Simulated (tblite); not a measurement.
**Geometry relaxation of C₄H₄F₂O**

System: C₄H₄F₂O.
Method: GFN2-xTB geometry optimisation, gas phase (tblite 0.8.0).

It belongs to a series of runs on one base structure; here: CH3 replaced by F.

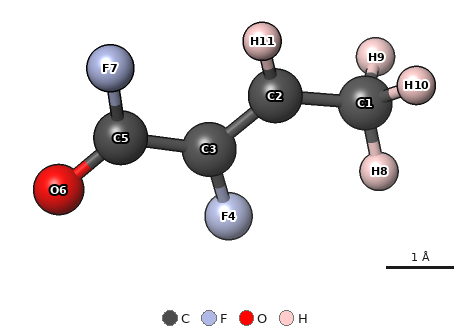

Fig. 1: The starting structure (ball-and-stick view, seen at an oblique angle; atoms are numbered from 1 in the order of the input). Bond lengths as drawn: C–C 1.33 to 1.47 Å, C–F 1.35 to 1.37 Å, C–H 1.09 to 1.12 Å and C–O 1.26 Å.

## Summary

```json
{"quantity": "outcome", "value": "converged"}
{"quantity": "total energy", "value": "−655.8784 eV"}
{"quantity": "hardware", "value": "1 CPU thread, shared host"}
{"quantity": "peak memory", "value": "0.18 GiB"}
```

## Input file
```
{"job": {"kind": "relax", "xc": "GFN2-xTB", "basis": "xTB"}, "charge": 0, "multiplicity": 1}
C     -1.710400     0.198500     0.158300
C     -0.265900     0.436000     0.046600
C      0.645400    -0.520300    -0.096600
F      0.175900    -1.787700    -0.179000
C      2.076400    -0.210400    -0.187300
O      2.933400    -1.115200    -0.347000
F      2.415900     1.118900    -0.113700
H     -1.991100    -0.776300    -0.299600
H     -2.042500     0.201200     1.223500
H     -2.308100     0.990600    -0.346000
H      0.076400     1.467300     0.114700
```

The first line tells a small driver script what to run in tblite; the rest is the geometry in Å.

Launch command:
```bash
OMP_NUM_THREADS=1 python <driver script> task.json out
```

## The program's output
```
step      E/eV     max force
  0    -655.44760    5.033
  1    -655.56194    6.665
  2    -655.78160    1.199
  3    -655.82151    0.617
  4    -655.85440    0.334
  5    -655.85839    0.247
  6    -655.86310    0.141
  7    -655.86447    0.080
  8    -655.86502    0.067
  9    -655.86541    0.048
 10    -655.86567    0.048
 11    -655.86588    0.049
 12    -655.86611    0.051
 13    -655.86638    0.047
 14    -655.86663    0.049
 15    -655.86682    0.047
 16    -655.86699    0.049
 17    -655.86721    0.047
 18    -655.86747    0.055
 19    -655.86775    0.052
 20    -655.86797    0.049
 21    -655.86818    0.061
 22    -655.86850    0.070
 23    -655.86905    0.087
 24    -655.86993    0.114
 25    -655.87104    0.113
 26    -655.87228    0.105
 27    -655.87338    0.098
 28    -655.87413    0.088
 29    -655.87460    0.060
 30    -655.87483    0.052
 31    -655.87501    0.052
 32    -655.87517    0.037
 33    -655.87540    0.032
 34    -655.87550    0.030
 35    -655.87568    0.035
 36    -655.87588    0.048
 37    -655.87620    0.055
 38    -655.87649    0.055
 39    -655.87670    0.052
 40    -655.87686    0.047
 41    -655.87708    0.042
 42    -655.87736    0.045
 43    -655.87758    0.032
 44    -655.87768    0.028
 45    -655.87773    0.024
 46    -655.87779    0.024
 47    -655.87786    0.021
 48    -655.87794    0.011
 49    -655.87795    0.011
 50    -655.87798    0.015
 51    -655.87803    0.019
 52    -655.87808    0.024
 53    -655.87813    0.021
 54    -655.87817    0.018
 55    -655.87821    0.020
 56    -655.87829    0.020
 57    -655.87837    0.019
 58    -655.87842    0.014
 59    -655.87843    0.010
 60    -655.87843    0.007
```

## Trajectory as extended XYZ (Å, eV, eV/Å), 10 of the 61 frames kept, from step=0 to step=60
```
11
Properties=species:S:1:pos:R:3:forces:R:3 step=0 energy=-655.44760
C    -1.7104    0.1985    0.1583   -1.3120  -0.1890  -0.1700
C    -0.2659    0.4360    0.0466   -0.3820   1.1740   0.2550
C     0.6454   -0.5203   -0.0966   -0.0760   0.4870  -0.0020
F     0.1759   -1.7877   -0.1790    1.0020   0.1370  -0.0380
C     2.0764   -0.2104   -0.1873    2.7770  -4.1320  -0.7370
O     2.9334   -1.1152   -0.3470   -2.6300   3.9260   0.6330
F     2.4159    1.1189   -0.1137   -0.3680  -1.2880  -0.0380
H    -1.9911   -0.7763   -0.2996    0.1970   0.5870   0.4610
H    -2.0425    0.2012    1.2235    0.3380  -0.0660  -0.6800
H    -2.3081    0.9906   -0.3460    0.5240  -0.4200   0.3120
H     0.0764    1.4673    0.1147   -0.0700  -0.2160   0.0050
11
Properties=species:S:1:pos:R:3:forces:R:3 step=7 energy=-655.86447
C    -1.7406    0.2051    0.1526    0.0140   0.0140   0.0090
C    -0.2850    0.4721    0.0561   -0.0350  -0.0080  -0.0140
C     0.6307   -0.4885   -0.0991    0.0480  -0.0400  -0.0190
F     0.2594   -1.7822   -0.1836    0.0370  -0.0190  -0.0160
C     2.0774   -0.2908   -0.2017    0.0560  -0.0220  -0.0030
O     2.9506   -1.0725   -0.3415   -0.0680  -0.0020   0.0070
F     2.3754    1.0453   -0.1135    0.0150   0.0360   0.0060
H    -1.9879   -0.7651   -0.2766    0.0100   0.0690   0.0400
H    -2.0352    0.1954    1.2045   -0.0090   0.0360  -0.0500
H    -2.3041    0.9912   -0.3459    0.0020  -0.0380   0.0190
H     0.0647    1.4926    0.1226   -0.0690  -0.0250   0.0220
11
Properties=species:S:1:pos:R:3:forces:R:3 step=13 energy=-655.86638
C    -1.7404    0.2071    0.1533   -0.0430  -0.0180   0.0040
C    -0.2866    0.4666    0.0541   -0.0170   0.0190   0.0120
C     0.6334   -0.4896   -0.1033    0.0230  -0.0120  -0.0070
F     0.2741   -1.7865   -0.1905   -0.0080  -0.0050  -0.0200
C     2.0793   -0.2891   -0.2022    0.0420  -0.0130  -0.0040
O     2.9474   -1.0761   -0.3405   -0.0060  -0.0060   0.0010
F     2.3820    1.0453   -0.1122    0.0000   0.0270   0.0060
H    -1.9904   -0.7619   -0.2695   -0.0280  -0.0310   0.0130
H    -2.0382    0.2086    1.2027   -0.0010   0.0150   0.0150
H    -2.3052    0.9893   -0.3471    0.0060   0.0080  -0.0270
H     0.0500    1.4889    0.1293    0.0290   0.0160   0.0070
11
Properties=species:S:1:pos:R:3:forces:R:3 step=20 energy=-655.86797
C    -1.7466    0.2044    0.1556    0.0090   0.0060   0.0040
C    -0.2898    0.4604    0.0572    0.0150   0.0010  -0.0010
C     0.6380   -0.4871   -0.1111   -0.0150  -0.0230  -0.0070
F     0.2863   -1.7848   -0.2159   -0.0190  -0.0250  -0.0150
C     2.0862   -0.2865   -0.2028   -0.0260   0.0050  -0.0020
O     2.9501   -1.0784   -0.3391    0.0040   0.0280   0.0020
F     2.3922    1.0475   -0.1076   -0.0080  -0.0160   0.0050
H    -2.0119   -0.7714   -0.2431    0.0470  -0.0120   0.0050
H    -2.0465    0.2358    1.2040   -0.0030   0.0250   0.0110
H    -2.3010    0.9808   -0.3664   -0.0020  -0.0020  -0.0140
H     0.0486    1.4821    0.1432   -0.0040   0.0120   0.0110
11
Properties=species:S:1:pos:R:3:forces:R:3 step=27 energy=-655.87338
C    -1.7456    0.2066    0.1695    0.0460  -0.0160  -0.0130
C    -0.2859    0.4473    0.0734    0.0220  -0.0350   0.0090
C     0.6327   -0.5012   -0.1460    0.0060   0.0710   0.0070
F     0.2766   -1.7920   -0.3196    0.0280   0.0900   0.0250
C     2.0833   -0.2867   -0.2078   -0.0510   0.0360   0.0020
O     2.9650   -1.0591   -0.3369   -0.0240  -0.0460  -0.0190
F     2.3728    1.0504   -0.0792   -0.0420  -0.0380   0.0050
H    -1.9995   -0.8051   -0.1334   -0.0040  -0.0130  -0.0140
H    -2.0720    0.3528    1.2006    0.0190   0.0340  -0.0280
H    -2.2815    0.9256   -0.4487    0.0030  -0.0260   0.0160
H     0.0596    1.4641    0.2021   -0.0030  -0.0570   0.0100
11
Properties=species:S:1:pos:R:3:forces:R:3 step=33 energy=-655.87540
C    -1.7425    0.2031    0.1743   -0.0110   0.0030  -0.0030
C    -0.2844    0.4408    0.0832   -0.0180   0.0070   0.0050
C     0.6324   -0.5003   -0.1615    0.0020   0.0160   0.0090
F     0.2793   -1.7853   -0.3664   -0.0050   0.0110   0.0160
C     2.0796   -0.2840   -0.2108    0.0160  -0.0100  -0.0030
O     2.9611   -1.0567   -0.3412    0.0040  -0.0210  -0.0240
F     2.3646    1.0501   -0.0634    0.0120   0.0110   0.0080
H    -1.9992   -0.8215   -0.0793    0.0160  -0.0050   0.0010
H    -2.0798    0.4162    1.1890   -0.0010  -0.0050   0.0060
H    -2.2698    0.8886   -0.4872   -0.0090  -0.0030  -0.0240
H     0.0641    1.4517    0.2374   -0.0050  -0.0050   0.0100
11
Properties=species:S:1:pos:R:3:forces:R:3 step=40 energy=-655.87686
C    -1.7430    0.2028    0.1710   -0.0020  -0.0170   0.0110
C    -0.2855    0.4490    0.0907   -0.0040   0.0070   0.0180
C     0.6319   -0.4911   -0.1544   -0.0010  -0.0020   0.0030
F     0.2732   -1.7741   -0.3628   -0.0020  -0.0070  -0.0050
C     2.0801   -0.2848   -0.2143    0.0140  -0.0120  -0.0060
O     2.9515   -1.0643   -0.3711    0.0070  -0.0080  -0.0130
F     2.3793    1.0436   -0.0503    0.0020   0.0140   0.0120
H    -1.9828   -0.8310   -0.0612   -0.0040  -0.0060   0.0000
H    -2.0872    0.4328    1.1800   -0.0330   0.0140  -0.0310
H    -2.2728    0.8625   -0.5162    0.0220  -0.0040   0.0330
H     0.0606    1.4571    0.2628    0.0010   0.0210  -0.0220
11
Properties=species:S:1:pos:R:3:forces:R:3 step=47 energy=-655.87786
C    -1.7423    0.1989    0.1758    0.0090   0.0050  -0.0030
C    -0.2847    0.4510    0.1066    0.0100  -0.0070  -0.0060
C     0.6324   -0.4854   -0.1555    0.0030  -0.0080   0.0010
F     0.2695   -1.7644   -0.3834    0.0030  -0.0040   0.0050
C     2.0820   -0.2856   -0.2198   -0.0110   0.0110   0.0010
O     2.9474   -1.0669   -0.3996   -0.0010   0.0130  -0.0080
F     2.3889    1.0383   -0.0286    0.0000  -0.0150   0.0070
H    -1.9740   -0.8440   -0.0210   -0.0010  -0.0010   0.0040
H    -2.1129    0.4736    1.1626   -0.0100  -0.0020   0.0180
H    -2.2599    0.8277   -0.5476    0.0030   0.0090  -0.0130
H     0.0590    1.4594    0.2845   -0.0030  -0.0020  -0.0060
11
Properties=species:S:1:pos:R:3:forces:R:3 step=53 energy=-655.87813
C    -1.7418    0.1992    0.1753   -0.0100   0.0050  -0.0020
C    -0.2844    0.4517    0.1069   -0.0020  -0.0070   0.0080
C     0.6324   -0.4865   -0.1492   -0.0010  -0.0020   0.0010
F     0.2707   -1.7674   -0.3678   -0.0020  -0.0010   0.0030
C     2.0806   -0.2849   -0.2214    0.0070  -0.0050   0.0030
O     2.9445   -1.0642   -0.4165    0.0110   0.0040  -0.0070
F     2.3895    1.0360   -0.0179   -0.0020   0.0040   0.0050
H    -1.9719   -0.8436   -0.0263   -0.0060   0.0150   0.0000
H    -2.1177    0.4676    1.1629    0.0160   0.0020  -0.0130
H    -2.2551    0.8326   -0.5478   -0.0090  -0.0090   0.0040
H     0.0584    1.4620    0.2759    0.0000  -0.0070  -0.0010
11
Properties=species:S:1:pos:R:3:forces:R:3 step=60 energy=-655.87843
C    -1.7426    0.2006    0.1745   -0.0020   0.0000   0.0020
C    -0.2840    0.4464    0.1094   -0.0020   0.0020  -0.0060
C     0.6333   -0.4914   -0.1464    0.0000   0.0010   0.0000
F     0.2731   -1.7723   -0.3668    0.0010   0.0010   0.0000
C     2.0810   -0.2842   -0.2230    0.0010  -0.0010  -0.0010
O     2.9475   -1.0547   -0.4404   -0.0010  -0.0010   0.0000
F     2.3857    1.0342    0.0038   -0.0010   0.0010   0.0030
H    -1.9779   -0.8436   -0.0113    0.0000   0.0010  -0.0010
H    -2.1193    0.4878    1.1558    0.0000   0.0010   0.0010
H    -2.2515    0.8237   -0.5606    0.0010  -0.0030   0.0020
H     0.0601    1.4561    0.2790    0.0020   0.0000   0.0000
```

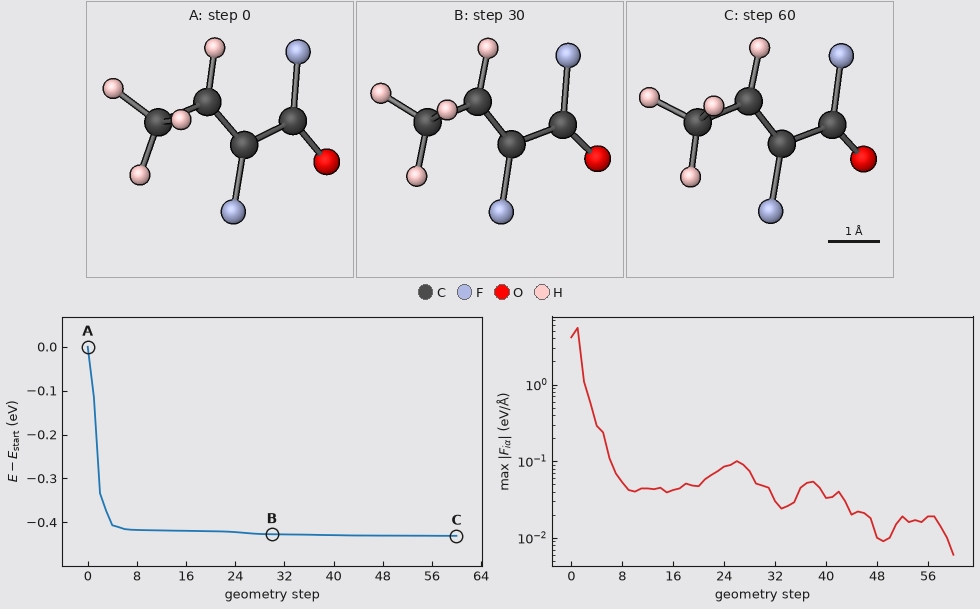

Fig. 2: Frames of the relaxation (ball-and-stick view, seen at a tilt) above the curves, on which the letters mark them (steps are counted from 0).

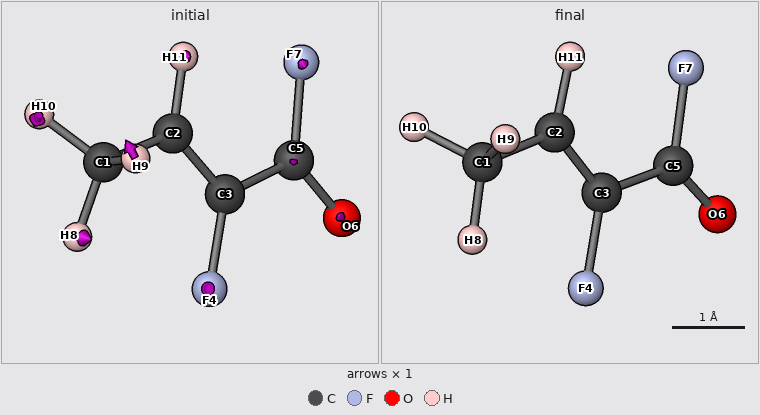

Fig. 3: Before (left) and after (right) the relaxation, at one scale (ball-and-stick view, seen at a tilt). The pink arrows give the displacements, at true length. The energy falls by 0.431 eV in 60 geometry steps. The largest force component goes from 4.1 to 0.006 eV/Å. The largest moves after the best rigid fit, 0.30 Å, are those of H8 and H9. Largest moves by element: H 0.30 Å, F 0.21 Å, O 0.11 Å, C 0.08 Å. Among the contacts that change: C5–O6 1.256 → 1.180 Å, C1–H9 1.116 → 1.090 Å, C1–H10 1.113 → 1.090 Å, C1–C2 1.468 → 1.481 Å. Among the angles that change: F4–C3–C5 122.2° → 112.9°, C3–C5–O6 121.4° → 130.0°, C3–C5–F7 116.2° → 110.3°. (Atoms are counted from 1 in the order of the input.)
